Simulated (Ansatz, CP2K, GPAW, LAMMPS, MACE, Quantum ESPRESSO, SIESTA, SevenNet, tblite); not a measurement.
## GPAW on ionic liquid Pyr13+ Cl- at 400 K (112 atoms): settings against a plane-wave reference

How do the settings of GPAW change the result for ionic liquid Pyr13+ Cl- at 400 K (112 atoms)? A plane-wave run serves as the yardstick.

Program: GPAW 26.7.0. Level of theory: the method is named at each step. Results are calculated unless marked as measured.

### 1. The structure

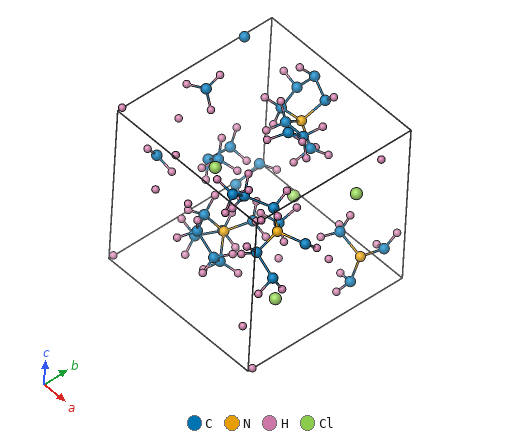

The starting structure, seen from a free direction (carbon blue, nitrogen orange, hydrogen pink, chlorine green). Bonds to atoms that aren't drawn are left out. Some periodic images of atoms are drawn too.

The cell holds 112 atoms: 32 C, 4 N, 72 H and 4 Cl. Its edges and angles: a = 10.205 Å, b = 10.205 Å, c = 10.205 Å, α = 90.0°, β = 90.0°, γ = 90.0°. 4 Pyr13+, 4 Cl- placed at random, at 1.02 g/cm³; overlaps pushed apart, then 10 ps at 700 K with Joung-Cheatham ions (J. Phys. Chem. B 112, 9020 (2008)); MMFF94 bonds, angles, torsions, charges and radii (Halgren, J. Comput. Chem. 17, 490 (1996)) in harmonic and 12-6 forms; charges of ions scaled by 0.8. Snapshot after 30 ps at 400 K and fixed volume.

The yardstick, on the same geometry:

- method: Kohn-Sham DFT, PBE, PAW, plane waves (Ansatz 0.2.0); cutoff 420 eV, Γ point, fermi-dirac smearing of 0.05 eV; PAW set soft_2
- r.m.s. force component: 0.9427 eV/Å
- longest force: 3.394 eV/Å
- pressure: 2.023 GPa
- gap (highest filled to lowest empty level): 4.007 eV
- SCF cycles: 9
- time: 4.2 s on 8 threads of Arm Neoverse V2, shared host
- CPU time: 29 s

### 2. PBE, LCAO dzp, h 0.18 Å

Method: Kohn-Sham DFT, PBE, PAW, atomic orbitals (dzp).

The input, run.py:

```python
import numpy as np
from ase.io import read
from gpaw import GPAW, FermiDirac
from ase.parallel import parprint as print

atoms = read("structure.xyz")
atoms.calc = GPAW(
    mode="lcao",
    basis="dzp",
    h=0.18,
    xc="PBE",
    kpts={"size": (1, 1, 1), "gamma": True},
    occupations=FermiDirac(0.05),
    maxiter=200,
    symmetry={"point_group": False},
    txt="gpaw.txt",
)
energy = atoms.get_potential_energy(force_consistent=True)
forces = atoms.get_forces()
print(f"energy {energy:.6f} eV")
print("forces (eV/A)")
for i, (a, f) in enumerate(zip(atoms, forces)):
    print(f"{i:4d} {a.symbol:2s} {f[0]:10.5f} {f[1]:10.5f} {f[2]:10.5f}")
print(f"Fermi level {atoms.calc.get_fermi_level():.4f} eV")
for k in range(len(atoms.calc.get_ibz_k_points())):
    for s in range(atoms.calc.get_number_of_spins()):
        e = atoms.calc.get_eigenvalues(kpt=k, spin=s)
        n = np.searchsorted(e, atoms.calc.get_fermi_level())
        print(f"k {k} spin {s} levels about the Fermi level:", np.round(e[max(n - 6, 0):n], 4).tolist(), "|", np.round(e[n:n + 6], 4).tolist())
```

The input, structure.xyz:

```xyz
112
Lattice="10.20511 0.00000 0.00000 0.00000 10.20511 0.00000 0.00000 0.00000 10.20511" Properties=species:S:1:pos:R:3 pbc="T T T"
C 1.25778 5.87018 4.11439
C 0.19890 6.20961 3.09919
C 0.15012 7.72078 2.95346
N 9.26359 8.16184 2.05674
C 7.94907 7.95233 2.90305
C 9.41768 9.60740 1.80722
C 0.24370 9.69883 0.61965
C 0.10562 8.29441 10.17276
C 9.25583 7.58678 0.68854
H 1.23043 4.79610 4.17797
H 0.92642 6.33533 5.04204
H 2.30105 6.19909 3.91325
H 0.56945 5.77099 2.23400
H 9.39095 5.88508 3.42075
H 1.00653 8.05500 2.44535
H 0.04123 8.18909 3.91846
H 7.70914 6.88865 3.02990
H 7.20675 8.59250 2.43300
H 8.14592 8.40248 3.89917
H 8.52310 9.95958 1.20941
H 9.68169 10.17398 2.74252
H 10.18276 0.31075 0.00337
H 1.33728 9.84171 0.95806
H 1.08103 7.73751 0.13624
H 10.04897 8.44452 9.17735
H 9.41381 6.51770 0.77630
H 8.21338 7.88763 0.29248
C 1.37514 4.62945 9.85630
C 2.07449 3.76487 0.78814
C 3.19563 4.57015 1.48780
N 4.02285 3.82896 2.53924
C 4.84396 4.97652 3.16277
C 3.32156 3.10307 3.60444
C 4.13807 1.88968 3.87539
C 5.37697 1.92295 2.96438
C 4.93233 2.80151 1.80967
H 1.23604 5.66312 10.05009
H 1.96714 4.46749 8.94560
H 0.38820 4.23971 9.67516
H 1.29748 3.54342 1.50383
H 2.41698 2.84304 0.31503
H 3.92162 4.78987 0.74518
H 2.86978 5.43994 1.93295
H 4.23604 5.73833 3.56607
H 5.51545 4.52801 3.91366
H 5.53158 5.25624 2.40330
H 2.31278 2.96805 3.25094
H 3.34738 3.73834 4.57669
H 4.34983 1.65864 4.91754
H 3.63608 1.03021 3.57240
H 6.17491 2.42606 3.49056
H 5.66475 0.94050 2.73599
H 4.31952 2.29237 1.10307
H 5.77466 3.25819 1.34258
C 6.23155 5.68823 9.87008
C 6.14633 6.80242 8.82885
[... 52 atom lines left out ...]
Cl 4.09296 8.40472 2.15369
Cl 8.98029 7.91365 6.33992
Cl 8.61760 3.13532 1.82437
Cl 3.80998 3.19012 7.19215
```

The run is started by

```
$ OMP_NUM_THREADS=1 mpirun -np 2 gpaw python run.py > output.txt
```

Log:

```text
energy -578.498238 eV
forces (eV/A)
   0 C    -0.19285    0.39077    0.53051
   1 C    -0.26311    2.01946    1.71974
   2 C    -0.25472   -1.55263   -0.80869
   3 N    -2.32671    0.26994    2.47918
   4 C     1.21148    0.89513   -0.60638
   5 C     0.55813    1.49978   -1.72890
   6 C     1.78631   -1.56592    2.64275
   7 C     2.64872    0.77046    1.57434
   8 C    -2.62997    0.07864    0.30534
   9 H     0.29307   -1.18533    0.51259
  10 H     0.04321    0.08742    1.09741
  11 H    -0.20319    0.25945   -0.38485
  12 H     0.03381   -1.30785   -2.74903
  13 H     0.28750   -0.62947   -0.14528
  14 H     2.42074    0.73495   -0.57951
  15 H    -0.28183    0.61875    1.02635
  16 H    -0.17093   -0.22695   -0.33459
  17 H    -1.01980   -0.17846   -0.55450
  18 H     0.26254   -0.21861    0.27006
  19 H    -0.17346    0.02325    1.42783
  20 H    -0.47691   -0.15753   -0.55534
  21 H    -0.47350    1.41571   -1.21231
  22 H    -1.06399   -0.01981   -0.15123
  23 H    -0.42904    0.39503   -0.59992
[...]
104 H     0.30556    0.38604    0.48137
 105 H     0.47135    0.29853    0.19210
 106 H    -0.73515    0.27422    0.43692
 107 H     0.15926    1.59183   -1.85281
 108 Cl   -0.04761   -0.06547   -0.13188
 109 Cl   -0.02904    0.11903    0.10191
 110 Cl    0.05939    0.13023    0.11955
 111 Cl    0.07470    0.19513   -0.02482
Fermi level 1.3896 eV
k 0 spin 0 levels about the Fermi level: [0.0586, 0.0833, 0.09, 0.1114, 0.1209, 0.1608] | [4.1769, 4.6107, 4.7653, 4.8558, 4.9493, 5.0321]
```

gpaw.txt:

```text
Input parameters:
  mode=LCAO(),
  basis={'default': 'dzp'},
  h=0.18,
  kpts=MonkhorstPack(size=(1, 1, 1), gamma=True),
  maxiter=200,
  occupations=Occupations(name='fermi-dirac', width=0.05, fixmagmom=False),
  symmetry=Symmetry(point_group=False),
  xc=XC(name='PBE')
Unit cell  # Å
| periodic |         x |         y |         z |   lengths |    angles |
|----------|-----------|-----------|-----------|-----------|-----------|
|      yes | 10.205110 |  0.000000 |  0.000000 | 10.205110 | 90.000000 |
|      yes |  0.000000 | 10.205110 |  0.000000 | 10.205110 | 90.000000 |
|      yes |  0.000000 |  0.000000 | 10.205110 | 10.205110 | 90.000000 |
Number of symmetries: 1
Symmetry operations  # r_c * U_cc + t_c -> r_c
|   | kind |            matrix            |
|---|------|------------------------------|
| 0 |  E   |  1, 0, 0,  0, 1, 0,  0, 0, 1 |
BZ-sampling:
  Number of BZ points: 1
  Number of IBZ points: 1
  Monkhorst-Pack size: [1, 1, 1]
  Monkhorst-Pack shift: [0, 0, 0]
[... lines left out ...]
        l=1, rc=6.2656 Bohr: 3p-sz confined orbital
        l=0, rc=2.8281 Bohr: 3s-dz split-valence wave
        l=1, rc=3.5156 Bohr: 3p-dz split-valence wave
        l=2, rc=6.2656 Bohr: d-type Gaussian polarization
      Number of RI-basis functions 0
Reference energy: -89930.074976  # eV
eigensolver:
density mixing:
  MSR1-Mixer
occupation numbers:
  Fermi-Dirac:
    width: 0.0500  # eV
FastPoissonSolver using
    Stencil: 6*3+1=19 point O(h^6) finite-difference Laplacian
xc functional:
  name: PBE with 2 nearest neighbor stencil
interpolation: tri-quintic # 5. degree polynomial
Initialization done in: 3.815 s
convergence criteria:
- Maximum [total energy] change in last 3 cyles: 0.0005 eV / valence electron
- Maximum integral of absolute [dens]ity change: 0.0001 electrons / valence electron
- Maximum integral of absolute [eigenst]ate change: 4e-08 eV^2 / valence electron
maximum number of iterations: 200
SCF iterations
|iter     |      energy | eigst |  dens |
|---------|-------------|-------|-------|
|iter:   1| -599.435266 |      c|       |
|iter:   2| -595.630481 |      c| -0.73 |
|iter:   3| -578.843333 |      c| -0.76 |
|iter:   4| -578.549225 |      c| -1.42 |
|iter:   5| -578.502054 |      c| -2.05 |
|iter:   6| -578.498112c|      c| -2.48 |
|iter:   7| -578.498220c|      c| -3.02 |
|iter:   8| -578.498237c|      c| -3.62 |
|iter:   9| -578.498238c|      c| -4.09c|
Converged in 9 steps
SCF loop duration: 23.373 s (2.597 s/step)
Energy contributions relative to reference atoms: (reference = -89930.074976)
Energy contributions:
  Kinetic:         501.404045
  Coulomb:        -545.844995
  Zero:              3.399455
  External:          0.000000
  Xc:             -537.456743
  Entropy:          -0.000000
  Spinorbit:         0.000000
  ----------------------------
  Free energy:    -578.498238
  Extrapolated:   -578.498238
dipole moment: (-18.574955, 30.297906, 35.101015)  # |e|*Ang
Fermi level: 1.390
Eigenvalues  # (at kpt = [0.000, 0.000, 0.000])
| band index |      eig [eV] | occ [0-2] |
|------------|---------------|-----------|
|          0 |       -21.452 |     2.000 |
|        ... |               |           |
|        116 |        -0.031 |     2.000 |
|        117 |         0.044 |     2.000 |
[...]
|        131 |         5.232 |     0.000 |
|        ... |               |           |
|        152 |         6.884 |     0.000 |
Gap: 4.016 eV
Transition (v -> c):
  (s=0, k=0, n=123, [0.00, 0.00, 0.00]) -> (s=0, k=0, n=124, [0.00, 0.00, 0.00])
No difference between direct/indirect transitions
Force computation time: 5.308  # s
```

It took 34 s on 2 MPI ranks of Arm Neoverse V2, shared host; peak memory 1.2 GiB.

Banners, paths, timers and routine set-up lines are dropped from the logs unmarked, and long logs keep their key lines alone; longer cuts are marked.

Numbers from this run, and their distance from the reference:

```
r.m.s. force component                           : 1.063 eV/Å
r.m.s. difference of force components            : 289.2 meV/Å
longest difference of force vectors              : 787.6 meV/Å
force difference over r.m.s. force               : 30.67 %
slope of forces against the reference's          : 1.088
correlation of force components                  : 0.9655
gap (highest filled to lowest empty level) : 4.016 eV
gap difference                                   : 0.0087 eV
```

This run lies far from the reference in forces at the same functional.

Length of the force difference by element (eV/Å):

```
element  atoms   mean   most
      C     32   0.36   0.65
     Cl      4  0.038  0.052
      H     72   0.56   0.79
      N      4   0.15   0.30
```

Levels nearest the highest filled one (eV from it): -0.10, -0.08, -0.07, -0.05, -0.04, 0.00, 4.02, 4.45, 4.60, 4.70, 4.79, 4.87.

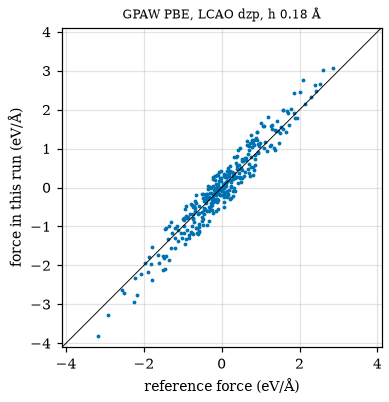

Force components against those of the reference; the line marks equality.

The surroundings of N4, one of the 4 N atoms, nearest first, numbered as they follow in the input and with coordinates relative to it.

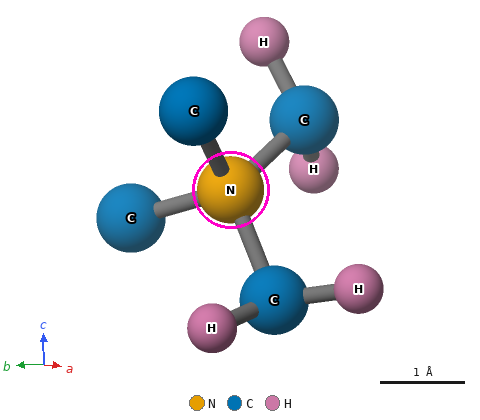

The atoms of the table, within 2.1 Å (arrows a, b, c point along x, y, z); some may hide others; the central atom is ringed.

```
atom      x      y      z  distance (Å)  bonds     Fx     Fy  Fz (eV/Å)
  N4   0.00   0.00   0.00          0.00      4  -2.33   0.27       2.48
  C6   0.15   1.45  -0.25          1.48      4   0.56   1.50      -1.73
  C3   1.09  -0.44   0.90          1.48      4  -0.25  -1.55      -0.81
  C9  -0.01  -0.58  -1.37          1.48      4  -2.63   0.08       0.31
  C5  -1.31  -0.21   0.85          1.58      4   1.21   0.90      -0.61
 H15   1.95  -0.11   0.39          1.99      1   2.42   0.73      -0.58
 H27  -1.05  -0.27  -1.76          2.07      1   1.01  -0.75       0.27
 H26   0.15  -1.64  -1.28          2.09      1  -0.33  -0.97      -0.16
 H16   0.98   0.03   1.86          2.11      1  -0.28   0.62       1.03
```

Atoms are counted from 1 here, from 0 in the log.

Forces lie 31 % from the reference's, at 2.4 times its CPU time (on 2 against 8 cores).

### 3. PBE, LCAO szp(dzp), h 0.18 Å

Method: Kohn-Sham DFT, PBE, PAW, atomic orbitals (szp(dzp)).

run.py: that of step 2 with these lines changed.

```diff
@@ -3,3 +3,2 @@
 from gpaw import GPAW, FermiDirac
-from ase.parallel import parprint as print
 
@@ -8,3 +7,3 @@
     mode="lcao",
-    basis="dzp",
+    basis="szp(dzp)",
     h=0.18,
```

structure.xyz is that of step 2.

The run is started by

```
$ OMP_NUM_THREADS=1 python run.py > output.txt
```

Log:

```text
energy -511.557753 eV
forces (eV/A)
   0 C    -0.33141    0.55468   -0.28437
   1 C    -0.21810    2.65153    1.94190
   2 C    -1.02386   -2.31017   -1.32505
   3 N    -2.17307   -0.09540    2.36638
   4 C     2.06814    0.46355   -1.72834
   5 C     0.84796    0.87960   -1.88129
   6 C     1.17517   -2.72249    3.03865
   7 C     2.60527    0.93690    2.77843
   8 C    -2.27575    0.55569    0.28420
   9 H     0.17797   -2.93369    0.45442
  10 H    -0.89062    1.07508    2.60047
  11 H     1.40724    0.90777   -0.87673
[...]
107 H     0.13606    3.01672   -3.30398
 108 Cl   -0.31553   -0.32865   -0.46525
 109 Cl   -0.32294    0.21924   -0.47018
 110 Cl    0.05906    0.00167    0.17615
 111 Cl   -0.08608    0.02176   -0.47007
Fermi level 3.5277 eV
k 0 spin 0 levels about the Fermi level: [2.6567, 2.6874, 2.8261, 2.8295, 2.8772, 2.9346] | [4.0988, 4.3382, 4.4863, 4.6389, 5.0638, 5.0794]
```

gpaw.txt:

```text
Input parameters:
  mode=LCAO(),
  basis={'default': 'szp(dzp)'},
  h=0.18,
  kpts=MonkhorstPack(size=(1, 1, 1), gamma=True),
  maxiter=200,
  occupations=Occupations(name='fermi-dirac', width=0.05, fixmagmom=False),
  symmetry=Symmetry(point_group=False),
  xc=XC(name='PBE')
[... lines left out ...]
  Fermi-Dirac:
[... lines left out ...]
convergence criteria:
- Maximum [total energy] change in last 3 cyles: 0.0005 eV / valence electron
[... lines left out ...]
Converged in 9 steps
[... lines left out ...]
  Free energy:    -511.557753
[... lines left out ...]
Fermi level: 3.528
[... lines left out ...]
|          0 |       -22.642 |     2.000 |
|        ... |               |           |
|        116 |         2.366 |     2.000 |
|        117 |         2.393 |     2.000 |
[...]
|        131 |         5.178 |     0.000 |
|        ... |               |           |
|        152 |         7.611 |     0.000 |
Gap: 1.164 eV
Transition (v -> c):
  (s=0, k=0, n=123, [0.00, 0.00, 0.00]) -> (s=0, k=0, n=124, [0.00, 0.00, 0.00])
No difference between direct/indirect transitions
Force computation time: 8.520  # s
timing:  # [seconds]
  Total:  50.476  # ━━━━━━━━━━━━━━━━━━━━━━━━━━━━━━━━━━━━━━━━━━━━━━━━━━━━━━━━━
  Init:    5.802  # ━━━━━━╸
  SCF:    36.124  # ━━━━━━━━━━━━━━━━━━━━━━━━━━━━━━━━━━━━━━━━━
  Forces:  8.520  # ━━━━━━━━━╸
```

Elapsed: 52 s, on 1 thread; peak memory 0.94 GiB.

Compared with the plane-wave run:

* r.m.s. force component: 1.673 eV/Å
* r.m.s. difference of force components: 1251 meV/Å
* longest difference of force vectors: 3345 meV/Å
* force difference over r.m.s. force: 132.7 %
* slope of forces against the reference's: 1.194
* correlation of force components: 0.6731
* gap (highest filled to lowest empty level): 1.164 eV
* gap difference: -2.843 eV

This is a coarse setting, run to see what it loses.

Against the first run (31 %), the force difference from the reference is 133 %, at 0.75 times the CPU time (on 1 against 2 cores), with 648 basis functions against 880: the smaller basis costs accuracy.

### 4. All runs compared

Differences are against the plane-wave reference, forces as r.m.s. over components; share is that over the reference's r.m.s. force, slope the least-squares factor from reference forces to these. Total energies of different programs have different zeros and aren't compared.

```
                                       run  Δ force, r.m.s. (meV/Å)  share (%)  slope  Δ gap (eV)  cores  CPU time  memory (GiB)
                                 reference                        -          -      -           -      8      29 s           1.1
              GPAW PBE, LCAO dzp, h 0.18 Å                      289       30.7  1.088      0.0087      2      69 s           1.2
GPAW PBE, LCAO szp(dzp), h 0.18 Å (coarse)                     1251        133  1.194       -2.84      1      52 s          0.94
```

Rows marked coarse were listed beforehand as settings not expected to be converged; some can still land near the reference.

CPU time is summed over cores on a shared host, where runs went side by side, so it is rough. Symmetry, cutoffs, thresholds, outputs and thread counts weren't matched or tuned between programs; memory under MPI is the largest rank's times the ranks.

### 5. Results

```json
{"nearest in forces": "GPAW PBE, LCAO dzp, h 0.18 Å, 31 %", "its CPU time": "69 s"}
```

What this shows: The PBE run in local orbitals, coarse settings apart, differs by 31 % (GPAW PBE, LCAO dzp, h 0.18 Å); basis, grid and potentials can all enter. Runs with settings chosen to be coarse differ by 133 % (GPAW PBE, LCAO szp(dzp), h 0.18 Å), their programs' other errors included. None of the electronic-structure runs in the table takes under half the reference's CPU time of 29 s; they take 1.8 to 2.4 times as much. At the same functional, gaps differ from the reference's 4.01 eV by between -2.84 and +0.01 eV. With short bonds to hydrogen, sets of potentials differ among themselves by several per cent in forces even at converged cutoffs, so the reference isn't exact here either. The network of contacts between molecules at the start is that of the classical potential that made the cell, and needn't be the one that DFT or experiment would give. The reference's PBE has no dispersion term, which matters for the binding between molecules or layers. The density was typed from a rule of thumb and may lie off the real one at this temperature. The electronic-structure runs sample only Γ, in a cell whose shortest periodic width is 10 Å.

[Also dropped from logs without a mark: logging warnings of Python, and SIESTA's first energy breakdown and zero terms.]

[Logs are printed without paths, hosts, clocks, repeated set-up lines and the standing remarks that a program may print on its own settings, such as how far it seeks lower states.]

[Hosts, paths, dates, database ids (printed as entryN), source tags and the programs' standing remarks are cut or masked in the printed files.]

[The MMFF94 radii named for the starting cell were scaled by 0.96; in molecules described by MMFF94, hydrogen bound to N, O or S took a small fixed 12-6 site in their place.]
